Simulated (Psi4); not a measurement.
**H2O2 (hydrogen peroxide) at MP2/aug-cc-pVTZ (density fitting, density fitting for correlation, sweep point 9)**

What is the vertical singlet–triplet gap of H2O2 (hydrogen peroxide) at MP2/aug-cc-pVTZ (density fitting, density fitting for correlation, sweep point 9)? Input form: a Python script.

The calculation is run with Psi4 1.11.

## 1. The system as given

H2O2 has 4 atoms, charge 0, and is taken as a singlet. As SMILES, `OO`. The coordinates come from a PBE0-D4/def2-TZVP relaxation.

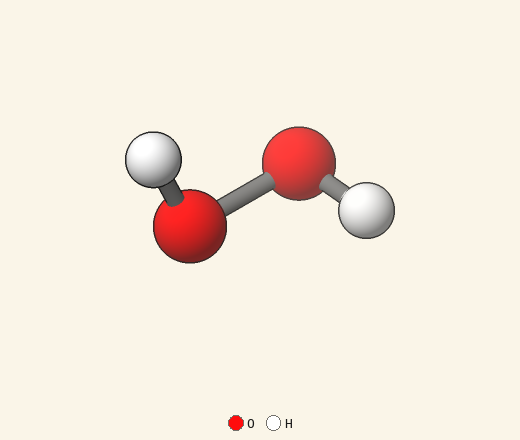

Viewed from a chosen angle; oxygen red, hydrogen white.

## 2. The energy at MP2/aug-cc-pVTZ (density fitting, density fitting for correlation, sweep point 9)

calc.py reads:

```python
import psi4

psi4.set_memory('1600 MB')
psi4.set_num_threads(1)
psi4.core.set_output_file('run.log', False)

mol = psi4.geometry("""
0 1
O     -0.486800    -0.581100     0.030600
O      0.048300     0.728400     0.206900
H      0.186400    -1.117000     0.467400
H      0.252100     0.969800    -0.704900
symmetry c1
""")

psi4.set_options({
    'basis': 'aug-cc-pVTZ',
    'puream': True,
    'scf_type': 'df',
    'num_frozen_docc': 2,
})

result = psi4.energy('mp2')
print(f'total energy {result:.8f} hartree = {result * 27.211386:.5f} eV')
for k, v in sorted(psi4.core.scalar_variables().items()):
    print(f'{k:45s} {v:18.10f}')
```

The run is started by

```bash
$ python calc.py
```

run.log:

```text
[...]
  Running in c1 symmetry.
[...]
  Nuclear repulsion =   37.283118773714371
[...]
  Multiplicity = 1
[...]
  Nalpha       = 9
  Nbeta        = 9
[...]
    Number of basis functions: 138
[...]
   @DF-RHF iter   1:  -150.79039423768680   -7.67446e-01   2.49012e-03 DIIS/ADIIS
[...]
   @DF-RHF iter  11:  -150.84093415763249   -7.21911e-12   4.35718e-09 DIIS
[...]
    Orbital Energies [Eh]
    ---------------------
    Doubly Occupied:
       1A    -20.631400     2A    -20.631095     3A     -1.487760
       4A     -1.211344     5A     -0.721244     6A     -0.714681
       7A     -0.617278     8A     -0.516661     9A     -0.483172
[...]
  @DF-RHF Final Energy:  -150.84093415763249
   => Energetics <=
    Nuclear Repulsion Energy =             37.2831187737143708
    One-Electron Energy =                -282.2188342387764237
    Two-Electron Energy =                  94.0947813074295709
    Total Energy =                       -150.8409341576324891
[...]
 Multipole Moments:
 ------------------------------------------------------------------------------------
     Multipole            Electronic (a.u.)      Nuclear  (a.u.)        Total (a.u.)
 ------------------------------------------------------------------------------------
 L = 1.  Multiply by 2.5417464519 to convert [e a0] to [Debye]
 Dipole X            :         -0.1582277            0.7731780            0.6149502
 Dipole Y            :          0.0531525           -0.2596362           -0.2064837
 Dipole Z            :          0.0857123           -0.4187680           -0.3330557
 Magnitude           :                                                    0.7291951
[...]
```

On the terminal:

```text
total energy -151.34745142 hartree = -4118.37392 eV
CURRENT CORRELATION ENERGY                         -0.5065172654
CURRENT ENERGY                                   -151.3474514230
CURRENT REFERENCE ENERGY                         -150.8409341576
CUSTOM SCS-MP2 CORRELATION ENERGY                  -0.4988453538
CUSTOM SCS-MP2 TOTAL ENERGY                      -151.3397795114
DD SOLVATION ENERGY                                 0.0000000000
HF KINETIC ENERGY                                 150.6055116544
HF POTENTIAL ENERGY                              -301.4464458120
HF TOTAL ENERGY                                  -150.8409341576
HF VIRIAL RATIO                                     2.0015631732
MP2 CORRELATION ENERGY                             -0.5065172654
MP2 DOUBLES ENERGY                                 -0.5065172654
MP2 OPPOSITE-SPIN CORRELATION ENERGY               -0.3807764600
MP2 SAME-SPIN CORRELATION ENERGY                   -0.1257408054
MP2 SINGLES ENERGY                                 -0.0000000000
MP2 TOTAL ENERGY                                 -151.3474514230
NUCLEAR REPULSION ENERGY                           37.2831187737
ONE-ELECTRON ENERGY                              -282.2188342388
PCM POLARIZATION ENERGY                             0.0000000000
PE ENERGY                                           0.0000000000
SCF ITERATION ENERGY                             -150.8409341576
SCF ITERATIONS                                     11.0000000000
SCF TOTAL ENERGY                                 -150.8409341576
SCS-MP2 CORRELATION ENERGY                         -0.4988453538
SCS-MP2 TOTAL ENERGY                             -151.3397795114
TWO-ELECTRON ENERGY                                94.0947813074
```

Wall time 3.3 s (1 thread of AMD EPYC 7R43 (Zen 3), shared host); peak memory 0.24 GiB.

## 3. The triplet

job.py reads:

```python
import psi4

psi4.set_memory(1600000000)
psi4.set_num_threads(1)
psi4.core.set_output_file('h2o2.out', False)

geom = psi4.geometry("""
0 3
O     -0.486800    -0.581100     0.030600
O      0.048300     0.728400     0.206900
H      0.186400    -1.117000     0.467400
H      0.252100     0.969800    -0.704900
units angstrom
symmetry c1
""")

psi4.set_options({
    'basis': 'aug-cc-pVTZ',
    'reference': 'uhf',
    'puream': True,
    'scf_type': 'df',
    'num_frozen_docc': 2,
    'maxiter': 150,
})

e_tot, wfn = psi4.energy('mp2', return_wfn=True)
print('E =', round(e_tot, 9))
```

The run is started by

```bash
$ python job.py
```

h2o2.out:

```text
[...]
  Running in c1 symmetry.
[...]
  Nuclear repulsion =   37.283118773714371
[...]
  Multiplicity = 3
[...]
  Nalpha       = 10
  Nbeta        = 8
[...]
    Number of basis functions: 138
[...]
   @DF-UHF iter   1:  -150.58428777694104   -5.61339e-01   2.60542e-03 DIIS/ADIIS
[...]
   @DF-UHF iter  18:  -150.65229907997190    4.05862e-11   7.74190e-09 DIIS
[...]
   @S^2 Observed:                2.057458683E+00
[...]
    Orbital Energies [Eh]
    ---------------------
    Alpha Occupied:
       1A    -20.639098     2A    -20.639039     3A     -1.569159
       4A     -1.303397     5A     -0.813981     6A     -0.742909
       7A     -0.734344     8A     -0.579057     9A     -0.571578
      10A     -0.310648
    Alpha Virtual:
      11A      0.030903    12A      0.044933    13A      0.120760
      14A      0.127284    15A      0.165284    16A      0.172125
      17A      0.183373    18A      0.189941    19A      0.196883
      20A      0.225251    21A      0.248070    22A      0.319871
      23A      0.339091    24A      0.340403    25A      0.355641
[...]
  @DF-UHF Final Energy:  -150.65229907997190
   => Energetics <=
    Nuclear Repulsion Energy =             37.2831187737143708
    One-Electron Energy =                -282.0397008772787331
    Two-Electron Energy =                  94.1042830235924868
    Total Energy =                       -150.6522990799718968
  UHF NO Occupations:
  HONO-2 :    8  A 1.9793854
  HONO-1 :    9  A 1.0000000
[...]
 Multipole Moments:
 ------------------------------------------------------------------------------------
     Multipole            Electronic (a.u.)      Nuclear  (a.u.)        Total (a.u.)
 ------------------------------------------------------------------------------------
 L = 1.  Multiply by 2.5417464519 to convert [e a0] to [Debye]
 Dipole X            :         -0.2399872            0.7731780            0.5331908
 Dipole Y            :          0.0805938           -0.2596362           -0.1790424
 Dipole Z            :          0.1299878           -0.4187680           -0.2887802
 Magnitude           :                                                    0.6322520
[...]
```

On the terminal:

```text
E = -151.142131173
```

It took 3.9 s on 1 thread of AMD EPYC 7R43 (Zen 3), shared host; peak memory 0.24 GiB.

## 4. Outcome

Level: MP2/aug-cc-pVTZ (density fitting, density fitting for correlation, sweep point 9), 2 core orbitals frozen.

| quantity | value |
| --- | --- |
| singlet: total energy | -151.34745 Eh |
| singlet: HOMO energy (Hartree–Fock orbitals) | -13.15 eV |
| singlet: LUMO energy (Hartree–Fock orbitals) | 0.89 eV |
| singlet: HOMO–LUMO gap (Hartree–Fock orbitals) | 14.04 eV |
| singlet: correlation energy (2 core orbitals frozen) | -506.5 mEh |
| triplet: total energy | -151.14213 Eh |
| triplet: HOMO energy (Hartree–Fock orbitals) (highest over α and β) | -8.45 eV |
| triplet: LUMO energy (Hartree–Fock orbitals) (lowest over α and β) | 0.84 eV |
| triplet: correlation energy (2 core orbitals frozen) | -489.8 mEh |
| triplet: ⟨S²⟩ of the reference determinant | 2.057 |
| vertical energy of the triplet above the singlet | 5.587 eV |

What this shows: At this shape the triplet lies 5.59 eV (129 kcal/mol) above the singlet.
